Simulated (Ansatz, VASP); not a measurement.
# Cross-check of SrO between VASP and Ansatz

Aim: how closely do two programs agree when they are given the same cell, functional and k mesh? Valence electrons are named where the data sets of a main pair hold unlike numbers.

Calculated with Ansatz 0.2.0; plane waves, with VASP 6.6.1 beside it; band structure at HSE06.

## (1) The starting structure

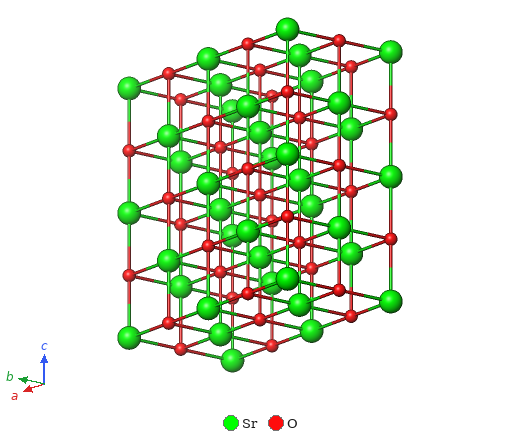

The cell as given, from a free direction (strontium green, oxygen red). 2×1×2 cells are drawn. This picture shows the conventional cell, with its axes. Some periodic images of atoms are drawn too.

Coordinates:

```cif
data_structure
_symmetry_space_group_name_H-M 'P 1'
_symmetry_Int_Tables_number 1
_cell_length_a 3.6496
_cell_length_b 3.6496
_cell_length_c 3.6496
_cell_angle_alpha 60.000
_cell_angle_beta 60.000
_cell_angle_gamma 60.000
_cell_volume 34.37
loop_
_atom_site_label
_atom_site_type_symbol
_atom_site_fract_x
_atom_site_fract_y
_atom_site_fract_z
_atom_site_occupancy
Sr1 Sr 0.00000 0.00000 0.00000 1
O2 O 0.50000 0.50000 0.50000 1
```

## (2) Ansatz: band structure, HSE06

Ansatz runs on its default PAW (the set named soft_2) files.

The same path points are solved in both programs, so levels can be compared one by one.

File input.yaml:

```yaml
crystal:
  lattice:
    - [0.0, 2.58066, 2.58066]
    - [2.58066, 0.0, 2.58066]
    - [2.58066, 2.58066, 0.0]
  atoms:
    - { symbol: Sr, position: [0.0, 0.0, 0.0] }
    - { symbol: O, position: [0.5, 0.5, 0.5] }
hamiltonian:
  xc: { exchange: pbe, correlation: pbe, exx: { coeff: 0.25, omega: 0.2 } }
  pseudopotentials: { kind: paw }
kpoints:
  mp_grid: { grid: [5, 5, 5] }
  band_path:
    path:
      - [0.0, 0.0, 0.0]
      - [0.5, 0.0, 0.5]
      - [0.5, 0.2, 0.7]
      - [0.4, 0.35, 0.75]
      - [0.15, 0.15, 0.3]
      - [0.2, 0.2, 0.2]
      - [0.55, 0.4, 0.55]
      - [0.6, 0.25, 0.65]
      - [0.5, 0.25, 0.75]
      - [0.5, 0.5, 0.5]
      - [0.375, 0.375, 0.75]
      - [0.5, 0.0, 0.5]
    npoints: 1
scf:
  occupations: { method: gaussian, width: 0.02 }
  n_extra_bands: 7
output:
  forces: true
  stress: true
  eigenvalues: true
  write_density: true
  write_potential: true
  elf: true
  volumetric_format: npy
```

Started as:

```sh
> ansatz run input.yaml --threads 4 --pin off --max-ram 9216MiB --backend cpu --events-out ev --progress --plain --runs-dir out
```

Numbers of over 12 decimals in the logs are rounded to 6 here.

Output:

```text
Warning: output.stress: scf.convergence.dr2_threshold = 1e-7 eV (the SCF's general default) is looser than the 2e-10 eV advised for a printed stress (1e-10 eV for each atom of the cell: 2). What an SCF threshold leaves in a stress goes as its square root, and in the free energy as the threshold itself, and one threshold admits the most on a small cell: [figures from the program's tests cut] Set scf.convergence.dr2_threshold to 2e-10 eV or tighter. The threshold is an SCF's pass mark: one that does not reach it within its budget of iterations ends unconverged, or closes short of it on a stop that the run arms, and scf.convergence.dr2_threshold's page says what that costs each kind of run
Warning: output.stress: scf.exx.energy_threshold = 1e-6 eV is looser than the 2e-8 eV advised for a stress under a hybrid functional (1e-8 eV for each atom of the cell: 2). Every SCF of the exchange loop can meet its threshold on dr2 while the loop round them stops early: no threshold on dr2 bounds what that leaves in the stress. Set scf.exx.energy_threshold to 2e-8 eV or tighter. The threshold is the loop's pass mark: a loop that does not reach it within its budget of cycles ends unconverged, and scf.exx.energy_threshold's page has the law
scf.n_extra_bands = 7 over 8 filled bands (N_el = 16.0): the run solves 15 bands
Engine: ansatz 0.2.0, aarch64-unknown-linux-gnu
Pseudopotentials: kind: paw
Pseudopotential: Sr, paw, valence charge 10, recommended cutoff 420 eV (normal), Sr.paw.azcp
Pseudopotential: O, paw, valence charge 6, recommended cutoff 420 eV (normal), O.paw.azcp
Functional definition: unnamed
  parameter a_1 = 0.25
  parameter omega_1 = 0.2/angstrom
  exchange = pbe_x + (-a_1)*pbe_x_sr(omega_1) + a_1*exact_x_sr(omega_1)
  correlation = pbe_c
Crystal: 2 atoms, lattice volume = 34.373 Å³
Basis set: ecut = 420 eV, 645 PW (Γ), exchange–correlation on 50×50×50 points (8 copies of the dense FFT grid, shifted against one another)
Bands: 15, of which v1, the nominal top of the filled ones, is band 8 counted from 1 (7 counted from 0)
Symmetry: 48 space group operations
Space group: Fm-3m (ITA 225), of the structure as read, at distance tolerance 3.3e-5 Å
k-points: 10 of 125
Non-local potential: Sr, projectors of the file, l = 0: 3, l = 1: 2, l = 2: 2
Non-local potential: O, projectors of the file, l = 0: 2, l = 1: 2, l = 2: 1
PAW form: soft (Blöchl's): semilocal exchange-correlation on the pseudo side does not see the compensation charge
PAW frozen core: Sr, regenerated for the run's functional, and the local potential with it (the file was generated under x = pbe(κ = 0.804, μ = 0.219515), c = pbe(β = 0.066725))
PAW frozen core: O, regenerated for the run's functional, and the local potential with it (the file was generated under x = pbe(κ = 0.804, μ = 0.219515), c = pbe(β = 0.066725))
PAW one-centre angular grid: Sr, 110 points (default); XC on 64 Gauss nodes
PAW one-centre angular grid: O, 110 points (default); XC on 96 Gauss nodes
Initial density: superposition of atomic densities (neutral atoms: chi_scale 0, normalization atom), corrected by the library's trained network
Initial wavefunctions: pseudopotential atomic-orbital guess
Functional: x = pbe(κ = 0.804, μ = 0.219515), c = pbe(β = 0.066725), warm-up for x = pbe(κ = 0.804, μ = 0.219515) + 0.25 (exact − pbe) at short range (hse, ω = 0.2 Å⁻¹), c = pbe(β = 0.066725)
SCF iter   1: F=—  HF=-4114.624482 eV  |F-HF|=—  |Δ(HF+E_count)|=         —  Δρ=1.20e-3  dr2=3.08e-4  ethr=1.77e-3  ⟨swp⟩=2.0  Hψ=1070  notcnv=0
preconditioner: auto → none  [insulator: Δε(μ)=3.494 eV  Ē_g=18.158 eV  σ=0.020 eV  W_gap=1.00  n_scr=8 (ndim 8)  ℏωp=23.7 eV  f_vac=0.000  D(μ)=0.00/eV (n_scr^D=0)]
SCF iter   2: F=-4114.624596 eV  HF=-4114.624552 eV  |F-HF|=4.33e-5  |Δ(HF+E_count)|=   7.08e-5  Δρ=4.27e-4  dr2=3.24e-5  ethr=1.93e-6  ⟨swp⟩=3.6  Hψ=357  notcnv=0  defer=3
SCF 1 stopped early in 2 iterations: F = -4114.624596 eV  dr2 = 3.24e-5
  greatest PAW one-centre occupation: 0.987 electrons in one spin orbital (limit 2), on the Sr atom at site 0 (counted from 0), in its partial waves of l = 0
Initial density: handed on by an earlier stage of this run
Initial wavefunctions: those handed on with the density
Functional: x = pbe(κ = 0.804, μ = 0.219515) + 0.25 (exact − pbe) at short range (hse, ω = 0.2 Å⁻¹), c = pbe(β = 0.066725)
Exchange kernel: α = 0.2500, screened, ω = 0.2000 Å⁻¹, Wigner–Seitz truncation, v(0) = 1120.3319 eV·Å³, q-mesh 5×5×5, nearest image of the exchange supercell L = 18.25 Å, pair-density grid 15×15×15, without the augmentation charges, whose exchange is taken in its separable form by FFT convolution over the k-point mesh (sized by the pseudopotential files, 20×20×20 at the most), smooth part of the exact exchange by density-matrix convolution
Frozen-core exchange: fock
SCF iter   1: F=—  HF=-4116.984686 eV  |F-HF|=—  |Δ(HF+E_count)|=         —  Δρ=7.85e-3  dr2=3.60e-2  ethr=2.02e-6  ⟨swp⟩=5.9  Hψ=692  notcnv=0
preconditioner: auto → none  [insulator: Δε(μ)=5.170 eV  Ē_g=20.549 eV  σ=0.020 eV  W_gap=1.00  n_scr=8 (ndim 8)  ℏωp=23.7 eV  f_vac=0.000  D(μ)=0.00/eV (n_scr^D=0)]
SCF iter   2: F=—  HF=-4116.978166 eV  |F-HF|=—  |Δ(HF+E_count)|=   6.52e-3  Δρ=8.47e-3  dr2=1.71e-2  ethr=2.02e-6  ⟨swp⟩=4.7  Hψ=529  notcnv=0
SCF iter   3: F=—  HF=-4116.974556 eV  |F-HF|=—  |Δ(HF+E_count)|=   3.61e-3  Δρ=2.07e-3  dr2=1.70e-3  ethr=2.02e-6  ⟨swp⟩=4.0  Hψ=413  notcnv=0
SCF iter   4: F=—  HF=-4116.978822 eV  |F-HF|=—  |Δ(HF+E_count)|=   4.27e-3  Δρ=8.78e-4  dr2=4.17e-4  ethr=2.02e-6  ⟨swp⟩=3.1  Hψ=347  notcnv=0
iter 5 solved again at ethr=3.45e-8 eV; its pass at ethr=2.02e-6 eV (dr2=5.53e-6 eV) is discarded
SCF iter   5: F=—  HF=-4116.978719 eV  |F-HF|=—  |Δ(HF+E_count)|=   1.03e-4  Δρ=1.19e-4  dr2=7.83e-6  ethr=3.45e-8  ⟨swp⟩=2.8  Hψ=489  notcnv=0
SCF iter   6: F=-4116.978719 eV  HF=-4116.978719 eV  |F-HF|=6.96e-8  |Δ(HF+E_count)|=   1.32e-7  Δρ=2.17e-5  dr2=2.48e-6  ethr=3.39e-8  ⟨swp⟩=2.0  Hψ=236  notcnv=0
SCF 2 stopped early in 6 iterations: F = -4116.978719 eV  dr2 = 2.48e-6
hybrid outer 1: dexx = +5.209e-3 eV, tail = 1.12e-5 eV
Exchange kernel: α = 0.2500, screened, ω = 0.2000 Å⁻¹, Wigner–Seitz truncation, v(0) = 1120.3319 eV·Å³, q-mesh 5×5×5, nearest image of the exchange supercell L = 18.25 Å, pair-density grid 15×15×15, without the augmentation charges, whose exchange is taken in its separable form by FFT convolution over the k-point mesh (sized by the pseudopotential files, 20×20×20 at the most), smooth part of the exact exchange by density-matrix convolution
Frozen-core exchange: fock
SCF iter   1: F=—  HF=-4116.978788 eV  |F-HF|=—  |Δ(HF+E_count)|=         —  Δρ=1.28e-4  dr2=3.21e-6  ethr=3.49e-7  ⟨swp⟩=3.8  Hψ=408  notcnv=0
preconditioner: auto → none  [insulator: Δε(μ)=5.009 eV  Ē_g=20.499 eV  σ=0.020 eV  W_gap=1.00  n_scr=8 (ndim 8)  ℏωp=23.7 eV  f_vac=0.001  D(μ)=0.00/eV (n_scr^D=0)]
SCF iter   2: F=—  HF=-4116.978787 eV  |F-HF|=—  |Δ(HF+E_count)|=   8.67e-7  Δρ=1.30e-5  dr2=3.49e-8  ethr=1.98e-8  ⟨swp⟩=3.0  Hψ=255  notcnv=0
SCF iter   3: F=—  HF=-4116.978787 eV  |F-HF|=—  |Δ(HF+E_count)|=   3.11e-7  Δρ=8.35e-6  dr2=1.46e-8  ethr=7.04e-11  ⟨swp⟩=4.1  Hψ=391  notcnv=0
SCF iter   4: F=-4116.978787 eV  HF=-4116.978787 eV  |F-HF|=7.28e-12  |Δ(HF+E_count)|=   2.77e-9  Δρ=4.00e-7  dr2=2.16e-10  ethr=7.04e-11  ⟨swp⟩=3.0  Hψ=257  notcnv=0
SCF 3 converged in 4 iterations: F = -4116.978787 eV  dr2 = 2.16e-10
  Residual-converged pass: ⟨swp⟩=3.0  Hψ=282  notcnv=0  max |occ|·‖R‖ = 2.4e-6 eV (tolerance 2.4e-6 eV)  dr2=2.25e-10  dr2_onsite=2.64e-11  max |Δocc| = 0.0e0
hybrid outer 2: dexx = +3.892e-7 eV, tail = 3.62e-9 eV, Δε = 7.72e-4 eV (about 1.45e-5 eV left of the loop's levels)
NSCF: frozen V_eff on 12 k-points
hybrid SCF converged: 2 outer / 10 inner (+2 warm-up), last move |dexx| = 3.89e-7 eV, tail = 3.62e-9 eV
Stability not checked: this state was not tested for a lower state beside it, because the functional holds exact exchange (a hybrid, or Hartree-Fock), whose exchange loop this test does not read (fock_operator; see scf.lower_state_search)
Free energy (F): -4116.978787 eV
Frozen-core exchange: fock
Harris-Foulkes:  -4116.978787 eV  (|F-HF|=7.28e-12)
Internal energy: -4116.978787 eV  (E = F + TS)
E sigma→0 (E₀):  -4116.978787 eV
Fermi energy:    9.241103 eV
--- Per-component energies (eV) ---
  E_band       = -88.125004
  E_kinetic    = 423.748348
  E_local      = -868.921974  (includes V_loc(G=0)·N_el)
  E_nonlocal   = 248.516418
  E_hartree    = 236.457852
  E_xc         = -199.091814
  E_vxc        = -206.119532  (∫ρ·V_xc dr)
  E_exx        = -43.173710  (= α·E_x^exact, valence–valence)
  E_paw        = -2861.888191  (= ΣΔE_a)
  E_vpaw       = -71.918880  (= ΣTr[D̂ρ^β])
  E_aug_tail   = 0.002384  (compensation charges beyond the density's cutoff)
  E_ewald      = -1052.229361
  E_core_change = -0.398739  (= ΣΔE_core)
  E_smearing   = -0.000000  (= −TS)
  E_closure    = -0.000000  (closes the sum)
  Σ components = -4116.978787   (vs F -4116.978787, Δ=0.00e0)
--- Forces (eV/Å), atoms counted from 1 ---
  atom   1  Sr    -0.00000000     0.00000000    -0.00000000
  atom   2  O      0.00000000     0.00000000    -0.00000000
  max |Σ_I F_I| component: 9.40e-30 eV/Å
--- Stress (GPa, compression-positive) ---
       -0.413932       0.000000       0.000000
        0.000000      -0.413932      -0.000000
       -0.000000      -0.000000      -0.413932
  P = ⅓ Tr σ = -0.4139 GPa (-4.139 kbar)
--- Band table (eV; the first three rows and the last of 10) ---
  k-point 0: bands = [... 4 lower, -7.8802, 6.7358, 6.7358, 6.7358, 12.1638, 14.6580, 14.6580, 14.6580, ... 3 higher]
  k-point 1: bands = [... 4 lower, -7.4461, 5.7966, 6.2936, 6.2936, 13.7482, 14.3833, 15.4404, 15.4404, ... 3 higher]
  k-point 2: bands = [... 4 lower, -6.9867, 4.6827, 5.6800, 5.6800, 14.8055, 16.2047, 17.0991, 17.0991, ... 3 higher]
  k-point 9: bands = [... 4 lower, -7.4656, 5.5197, 6.0113, 6.3369, 13.6353, 15.4359, 17.2530, 19.0042, ... 3 higher]
```

Run time: 8.2 s. Hardware: 4 threads of Arm Neoverse V2, shared host; peak memory 0.58 GiB; 29 s of CPU time.

In the SCF lines HF is the Harris–Foulkes energy and dr2 the Hartree energy of the density residual, in eV; the loop may stop once dr2 is under the threshold and the program's other checks hold. Hψ counts applications of the Hamiltonian.

## (3) VASP: band structure, HSE06

The same cell, functional, mesh and smearing now go to VASP, with its own data sets.

Lines of VASP's logs that name or quote its potential files are left out, and so is its time.

The run reads the wave functions of an earlier VASP run, which isn't shown here.

File INCAR:

```
SYSTEM = SrO
PREC = Accurate
ENCUT = 520
EDIFF = 1E-06
NELM = 100
ISMEAR = 0
SIGMA = 0.02
LREAL = .FALSE.
ALGO = Normal
LHFCALC = .TRUE.
AEXX = 0.25
GGA = PE
HFSCREEN = 0.2
LASPH = .TRUE.
NBANDS = 14
PRECFOCK = Fast
LORBIT = 11
LWAVE = .FALSE.
LCHARG = .FALSE.
KPAR = 4
```

File POSCAR:

```
SrO
1.0
    0.0000000000      2.5806600000      2.5806600000
    2.5806600000      0.0000000000      2.5806600000
    2.5806600000      2.5806600000      0.0000000000
Sr O
1 1
Direct
    0.0000000000      0.0000000000      0.0000000000
    0.5000000000      0.5000000000      0.5000000000
```

File KPOINTS:

```
Automatic mesh
0
Gamma
5 5 5
0 0 0
```

File KPOINTS_OPT:

```
Line mode
6
Line-mode
Reciprocal
  0.00000000   0.00000000   0.00000000 GAMMA
  0.50000000   0.00000000   0.50000000 X

  0.50000000   0.00000000   0.50000000 X
  0.50000000   0.25000000   0.75000000 W

  0.50000000   0.25000000   0.75000000 W
  0.37500000   0.37500000   0.75000000 K

  0.37500000   0.37500000   0.75000000 K
  0.00000000   0.00000000   0.00000000 GAMMA

  0.00000000   0.00000000   0.00000000 GAMMA
  0.50000000   0.50000000   0.50000000 L

  0.50000000   0.50000000   0.50000000 L
  0.62500000   0.25000000   0.62500000 U

  0.62500000   0.25000000   0.62500000 U
  0.50000000   0.25000000   0.75000000 W

  0.50000000   0.25000000   0.75000000 W
  0.50000000   0.50000000   0.50000000 L

  0.50000000   0.50000000   0.50000000 L
  0.37500000   0.37500000   0.75000000 K

  0.62500000   0.25000000   0.62500000 U
  0.50000000   0.00000000   0.50000000 X
```

The projector-augmented-wave data sets are Sr_sv and O (PBE family, release 64).

Started as:

```sh
> mpirun -np 4 vasp_std
```

Output:

```text
[banner, memory and clock lines left out]
running    4 mpi-ranks, on    1 nodes
 distrk:  each k-point on    1 cores,    4 groups
 distr:  one band on    1 cores,    1 groups

 POSCAR found type information on POSCAR SrO
 POSCAR found :  2 types and       2 ions
 LDA part: xc-table for (Slater+PW92), standard interpolation
 found WAVECAR, reading the header
 POSCAR, INCAR and KPOINTS ok, starting setup
 FFT: planning ... GRIDC
 FFT: planning ... GRID_SOFT
 FFT: planning ... GRID
 reading WAVECAR
 the WAVECAR file was read successfully
 initial charge from wavefunction
 entering main loop
       N       E                     dE             d eps       ncg     rms          rms(c)
DAV:   1    -0.142090903718E+02   -0.14209E+02   -0.23059E-01   286   0.579E+00    0.246E+00
DAV:   2    -0.142051705340E+02    0.39198E-02   -0.22429E-02   346   0.146E+00    0.120E+00
DAV:   3    -0.142047747547E+02    0.39578E-03   -0.33066E-03   310   0.528E-01    0.613E-01
DAV:   4    -0.142042403842E+02    0.53437E-03   -0.61361E-04   340   0.232E-01    0.340E-01
DAV:   5    -0.142041243117E+02    0.11607E-03   -0.26333E-04   334   0.138E-01    0.206E-01
DAV:   6    -0.142040836397E+02    0.40672E-04   -0.24099E-05   464   0.581E-02    0.116E-01
DAV:   7    -0.142040736226E+02    0.10017E-04   -0.91459E-06   344   0.334E-02    0.633E-02
DAV:   8    -0.142040714788E+02    0.21438E-05   -0.37813E-06   368   0.199E-02    0.355E-02
DAV:   9    -0.142040711140E+02    0.36481E-06   -0.10718E-06   200   0.109E-02
   1 F= -.14204071E+02 E0= -.14204071E+02  d E =-.467089E-31
 Start KPOINTS_OPT (optional k-point list driver)
k-point batch [1-10\60]
       N       E                     dE             ncg
DAV:   1    -0.889556600813E+03   -0.50498E+04      280
DAV:   2    -0.178454626134E+04   -0.89499E+03      358
DAV:   3    -0.185512248678E+04   -0.70576E+02      348
DAV:   4    -0.185673441831E+04   -0.16119E+01      406
DAV:   5    -0.185676544590E+04   -0.31028E-01      398
DAV:   6    -0.185676598528E+04   -0.53937E-03      402
DAV:   7    -0.185676599425E+04   -0.89761E-05      294
DAV:   8    -0.185676599442E+04   -0.17247E-06      218
[...]
k-point batch [51-60\60]
       N       E                     dE             ncg
DAV:   1    -0.981188728599E+03   -0.71648E+04      280
DAV:   2    -0.182088444705E+04   -0.83970E+03      360
DAV:   3    -0.187935962311E+04   -0.58475E+02      360
DAV:   4    -0.188083688542E+04   -0.14773E+01      458
DAV:   5    -0.188087120956E+04   -0.34324E-01      392
DAV:   6    -0.188087181211E+04   -0.60255E-03      414
DAV:   7    -0.188087182741E+04   -0.15298E-04      324
DAV:   8    -0.188087182777E+04   -0.35705E-06      274
```

[end of part 1 of 2]

[Lines on the potential files, build, host, timing and source positions are cut from VASP's logs without a mark.]

[Logs are printed without paths, hosts, clocks, repeated set-up lines and the standing remarks that a program may print on its own settings, such as how far it seeks lower states.]

[Hosts, paths, dates, database ids (printed as entryN), source tags and the programs' standing remarks are cut or masked in the printed files.]
